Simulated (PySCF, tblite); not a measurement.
# C₄H₅FO₂: dynamics, then NMR shifts on frames, part 2 of 2

tblite 0.8.0 and PySCF 2.14.0. Atoms count from 0.

### Step 5. NMR shieldings: 625 fs, PBE0/pcSseg-1

The job: settings as JSON, then the geometry in Å.

```
{"job": {"kind": "nmr", "xc": "PBE0", "basis": "pcSseg-1", "pop": false}, "charge": 0, "multiplicity": 1}
C      1.675200    -0.136900     0.990900
O      0.448100    -0.431400     0.306700
C     -0.753100    -0.030100     0.786300
O     -0.883200     0.597300     1.788800
C     -1.844900    -0.516000    -0.040400
C     -3.158600    -0.397800     0.263800
F     -4.083200    -1.000100    -0.428700
H      1.777900     0.931500     1.273500
H      2.444400    -0.446800     0.260000
H      1.667400    -0.789600     1.916200
H     -1.531700    -1.295400    -0.797100
H     -3.635300     0.361900     0.927900
```

With the program's defaults for keys left out, this is: GIAO PBE0/pcSseg-1 NMR shielding, non-relativistic, gas phase.

What it wrote:

```text
coarse grid: 10704 points
cycle   1  E = -404.9813765143  dE =  1.126e+00  |g| = 9.480e-01  |ddm| = 3.045e+00
cycle   2  E = -404.6318801165  dE =  3.495e-01  |g| = 1.648e+00  |ddm| = 1.913e+00
cycle   3  E = -405.1341304750  dE = -5.023e-01  |g| = 2.700e-01  |ddm| = 1.416e+00
cycle   4  E = -405.1460515247  dE = -1.192e-02  |g| = 9.857e-02  |ddm| = 2.283e-01
cycle   5  E = -405.1476761457  dE = -1.625e-03  |g| = 2.201e-02  |ddm| = 6.664e-02
cycle   6  E = -405.1477731630  dE = -9.702e-05  |g| = 7.956e-03  |ddm| = 2.270e-02
cycle   7  E = -405.1477846100  dE = -1.145e-05  |g| = 3.088e-03  |ddm| = 8.130e-03
cycle   8  E = -405.1477868427  dE = -2.233e-06  |g| = 5.646e-04  |ddm| = 2.536e-03
final grid: 105712 points
cycle   9  E = -405.2160068863  dE = -1.312e-05  |g| = 1.264e-02  |ddm| = 2.059e-02
cycle  10  E = -405.2159673674  dE =  3.952e-05  |g| = 1.965e-02  |ddm| = 1.954e-02
cycle  11  E = -405.2160350512  dE = -6.768e-05  |g| = 1.786e-03  |ddm| = 1.261e-02
cycle  12  E = -405.2160356179  dE = -5.666e-07  |g| = 3.985e-04  |ddm| = 1.245e-03
cycle  13  E = -405.2160356457  dE = -2.789e-08  |g| = 1.213e-04  |ddm| = 3.452e-04
cycle  14  E = -405.2160356488  dE = -3.082e-09  |g| = 2.408e-05  |ddm| = 9.609e-05
cycle  15  E = -405.2160356490  dE = -1.232e-10  |g| = 6.821e-06  |ddm| = 2.381e-05
converged SCF energy = -405.2160356490

GIAO shielding tensors (ppm)
atom      isotropic    diamagn.    paramagn.     s11        s22        s33       span
  0 C      126.982     245.331    -118.349     97.188    111.301    172.457     75.269
  1 O      139.669     403.215    -263.546    -24.037    207.776    235.269    259.306
  2 C       17.966     247.475    -229.510    -81.172     62.299     72.771    153.943
  3 O      -72.621     402.226    -474.848   -327.779   -219.369    329.283    657.062
  4 C       71.822     254.267    -182.446    -19.681     98.714    136.433    156.114
  5 C        9.182     249.080    -239.898    -96.541     42.004     82.083    178.624
  6 F      259.145     466.950    -207.805    142.778    204.897    429.761    286.983
  7 H       26.904      28.982      -2.078     23.719     25.129     31.865      8.147
  8 H       27.211      28.745      -1.534     23.465     25.953     32.216      8.751
  9 H       26.761      27.488      -0.727     22.582     25.116     32.584     10.002
 10 H       25.062      29.627      -4.565     22.187     23.868     29.131      6.944
 11 H       23.297      27.635      -4.338     20.543     23.112     26.237      5.694
```

Wall time 34 s (1 thread of AMD EPYC, shared host); peak memory 0.72 GiB.

Key values: δ C5 177.7, C2 169.0, C4 115.1, C0 59.9, H11 8.42, H10 6.65 ppm.

### Step 6. Nuclear shieldings: 800 fs, PBE0/pcSseg-1

The job: settings as JSON, then the geometry in Å.

```
{"job": {"kind": "nmr", "xc": "PBE0", "basis": "pcSseg-1", "pop": false}, "charge": 0, "multiplicity": 1}
C      1.559800    -0.015000     0.871000
O      0.354400    -0.450700     0.187100
C     -0.847700    -0.025900     0.654400
O     -0.915900     0.807200     1.537600
C     -1.968700    -0.613600    -0.149200
C     -3.085000     0.075300    -0.327600
F     -4.173200    -0.473600    -0.919800
H      2.013500     0.820000     0.382500
H      2.298400    -0.856600     0.894700
H      1.267700     0.386100     1.885300
H     -1.884500    -1.639500    -0.391800
H     -3.161900     1.182800    -0.190100
```

Method: GIAO PBE0/pcSseg-1 NMR shielding, non-relativistic, gas phase.

What it wrote:

```text
coarse grid: 10704 points
cycle   1  E = -404.9758692326  dE =  1.018e+00  |g| = 9.567e-01  |ddm| = 3.031e+00
cycle   2  E = -404.5789109901  dE =  3.970e-01  |g| = 1.742e+00  |ddm| = 1.844e+00
cycle   3  E = -405.1282874668  dE = -5.494e-01  |g| = 2.960e-01  |ddm| = 1.378e+00
cycle   4  E = -405.1431724090  dE = -1.488e-02  |g| = 1.051e-01  |ddm| = 2.461e-01
cycle   5  E = -405.1450933453  dE = -1.921e-03  |g| = 1.969e-02  |ddm| = 6.742e-02
cycle   6  E = -405.1451773059  dE = -8.396e-05  |g| = 5.306e-03  |ddm| = 1.855e-02
cycle   7  E = -405.1451824617  dE = -5.156e-06  |g| = 1.802e-03  |ddm| = 5.009e-03
final grid: 105712 points
cycle   8  E = -405.2146343121  dE = -1.243e-05  |g| = 1.355e-02  |ddm| = 2.154e-02
cycle   9  E = -405.2145826500  dE =  5.166e-05  |g| = 2.171e-02  |ddm| = 2.170e-02
cycle  10  E = -405.2146670501  dE = -8.440e-05  |g| = 2.386e-03  |ddm| = 1.418e-02
cycle  11  E = -405.2146680557  dE = -1.006e-06  |g| = 4.540e-04  |ddm| = 1.574e-03
cycle  12  E = -405.2146680916  dE = -3.581e-08  |g| = 1.554e-04  |ddm| = 3.860e-04
cycle  13  E = -405.2146680967  dE = -5.172e-09  |g| = 2.730e-05  |ddm| = 1.254e-04
cycle  14  E = -405.2146680969  dE = -1.662e-10  |g| = 6.412e-06  |ddm| = 2.596e-05
converged SCF energy = -405.2146680969

GIAO shielding tensors (ppm)
atom      isotropic    diamagn.    paramagn.     s11        s22        s33       span
  0 C      130.079     245.229    -115.150     90.542    119.341    180.353     89.811
  1 O      126.026     401.923    -275.897    -62.614    214.780    225.911    288.525
  2 C       10.623     250.592    -239.969    -91.994     54.180     69.684    161.678
  3 O     -105.949     402.280    -508.229   -375.255   -247.107    304.515    679.770
  4 C       72.142     254.990    -182.847    -22.566     95.115    143.878    166.445
  5 C       10.053     253.169    -243.116    -91.994     47.772     74.382    166.376
  6 F      267.768     466.904    -199.136    149.832    256.799    396.672    246.841
  7 H       28.617      30.866      -2.249     24.801     26.495     34.555      9.754
  8 H       27.299      27.960      -0.661     23.169     25.759     32.968      9.799
  9 H       25.523      28.701      -3.177     22.012     25.217     29.341      7.329
 10 H       25.940      30.391      -4.451     23.699     24.590     29.531      5.832
 11 H       23.369      27.998      -4.630     20.999     22.327     26.780      5.781
```

Wall time 33 s (1 thread of AMD EPYC, shared host); peak memory 0.71 GiB.

In short: δ C5 176.9, C2 176.3, C4 114.8, C0 56.8, H11 8.35, H9 6.19 ppm.

### Step 7. Shielding tensors: 1000 fs, PBE0/pcSseg-1

The job: settings as JSON, then the geometry in Å.

```
{"job": {"kind": "nmr", "xc": "PBE0", "basis": "pcSseg-1", "pop": false}, "charge": 0, "multiplicity": 1}
C      1.421600    -0.909000     1.358100
O      0.236900    -1.046900     0.566400
C     -0.680600    -0.037500     0.702800
O     -0.548100     0.992400     1.332700
C     -1.874700    -0.523200    -0.100200
C     -3.116400    -0.175900     0.311000
F     -4.292500    -0.540500    -0.317100
H      1.761600     0.076200     1.330700
H      2.154800    -1.559600     0.761300
H      1.350100    -1.177900     2.446800
H     -1.608500    -1.121600    -0.939000
H     -3.213100     0.453700     1.229200
```

With the program's defaults for keys left out, this is: GIAO PBE0/pcSseg-1 NMR shielding, non-relativistic, gas phase.

What it wrote:

```text
coarse grid: 10704 points
cycle   1  E = -404.9707516786  dE =  9.397e-01  |g| = 9.500e-01  |ddm| = 3.021e+00
cycle   2  E = -404.5753013070  dE =  3.955e-01  |g| = 1.743e+00  |ddm| = 1.745e+00
cycle   3  E = -405.1237322776  dE = -5.484e-01  |g| = 2.753e-01  |ddm| = 1.286e+00
cycle   4  E = -405.1362393531  dE = -1.251e-02  |g| = 1.074e-01  |ddm| = 2.324e-01
cycle   5  E = -405.1382870252  dE = -2.048e-03  |g| = 1.875e-02  |ddm| = 6.880e-02
cycle   6  E = -405.1383636838  dE = -7.666e-05  |g| = 6.345e-03  |ddm| = 1.844e-02
cycle   7  E = -405.1383714934  dE = -7.810e-06  |g| = 2.597e-03  |ddm| = 6.257e-03
final grid: 105712 points
cycle   8  E = -405.2083716848  dE = -1.474e-05  |g| = 1.310e-02  |ddm| = 2.295e-02
cycle   9  E = -405.2083192922  dE =  5.239e-05  |g| = 2.128e-02  |ddm| = 2.097e-02
cycle  10  E = -405.2084038995  dE = -8.461e-05  |g| = 1.931e-03  |ddm| = 1.343e-02
cycle  11  E = -405.2084045402  dE = -6.407e-07  |g| = 4.917e-04  |ddm| = 1.284e-03
cycle  12  E = -405.2084045800  dE = -3.985e-08  |g| = 1.835e-04  |ddm| = 4.266e-04
cycle  13  E = -405.2084045873  dE = -7.249e-09  |g| = 3.877e-05  |ddm| = 1.490e-04
cycle  14  E = -405.2084045876  dE = -2.938e-10  |g| = 1.593e-05  |ddm| = 3.578e-05
converged SCF energy = -405.2084045876

GIAO shielding tensors (ppm)
atom      isotropic    diamagn.    paramagn.     s11        s22        s33       span
  0 C      130.868     245.915    -115.047     94.378    120.123    178.103     83.725
  1 O      128.570     401.100    -272.530    -65.702    211.669    239.744    305.445
  2 C        8.373     250.871    -242.498    -93.191     52.297     66.013    159.204
  3 O      -90.568     403.018    -493.586   -353.511   -226.727    308.535    662.046
  4 C       64.072     257.132    -193.060    -31.879     84.881    139.213    171.092
  5 C        6.067     254.149    -248.082    -95.427     44.817     68.812    164.238
  6 F      268.866     467.364    -198.499    146.028    266.802    393.768    247.740
  7 H       28.073      32.138      -4.065     24.947     26.437     32.836      7.889
  8 H       26.728      27.535      -0.807     22.339     25.498     32.348     10.009
  9 H       27.378      27.171       0.207     23.766     25.128     33.241      9.475
 10 H       25.717      31.531      -5.814     23.417     23.935     29.799      6.382
 11 H       23.210      27.796      -4.585     20.677     21.744     27.210      6.534
```

It took 29 s on 1 thread of AMD EPYC, shared host; peak memory 0.71 GiB.

In short: δ C5 180.9, C2 178.6, C4 122.9, C0 56.1, H11 8.51, H10 6.00 ppm.

### Step 8. Run by run: NMR shifts

Shifts (ppm) of some atoms, chosen among heavy atoms and hydrogens apart, with basis size and wall time:

```csv
frame,C2,C4,H7,H9,O3,O1,F6,functions,time
250 fs,168.6,107.2,5.51,4.58,403.8,195.1,-104.5,144,33 s
425 fs,173.6,110.1,6.06,3.57,443.8,209.8,-85.3,144,35 s
625 fs,169.0,115.1,4.81,4.96,408.7,196.4,-88.2,144,34 s
800 fs,176.3,114.8,3.10,6.19,442.0,210.1,-96.8,144,33 s
1000 fs,178.6,122.9,3.64,4.34,426.6,207.5,-97.9,144,29 s
```

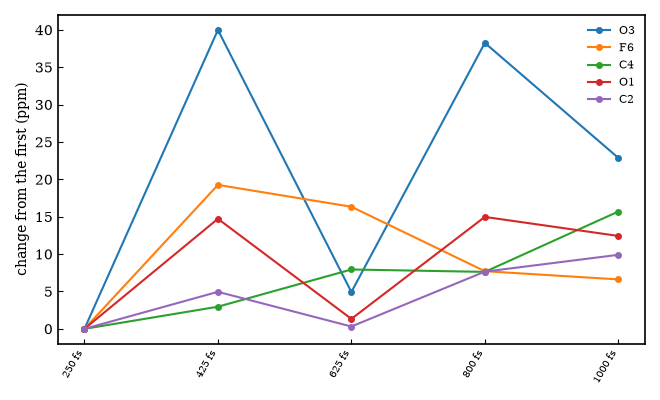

How five of the tabulated atoms move from run to run.

### Step 9. Outcome

The summary covers parts 1 to 2.

| quantity | value |
| --- | --- |
| thermostat | 300 K |
| mean temperature, second half | 293 K |
| mean potential energy above the minimum | 0.40 eV |
| 13C shifts against TMS (PBE0/pcSseg-1, 250 fs) | 176.0, 168.6, 107.2, 61.3 ppm |
| 1H shifts against TMS (PBE0/pcSseg-1, 250 fs) | 8.76, 5.51, 5.51, 4.58, 3.54 ppm |
| 17O shifts against H2O (PBE0/pcSseg-1, 250 fs) | 403.8, 195.1 ppm |
| 19F shifts against CFCl3 (PBE0/pcSseg-1, 250 fs) | -104.5 ppm |
| range of the shift of O3 | 403.8 to 443.8 ppm |

In the second half the potential energy averages 0.40 eV above the minimum; equipartition over 30 harmonic modes at 300 K would give 0.39 eV. With 12 atoms the temperature swings widely (151 to 411 K). Shifts at one fixed geometry are not the observed spectrum, which averages over the motion. In the first frame run (250 fs): The widest tensor belongs to O3: span 654 ppm, with a paramagnetic part of -472 ppm. In ppm, O3 moves most: its shift spreads over 40.0 ppm, from 403.8 (250 fs) to 443.8 (425 fs).
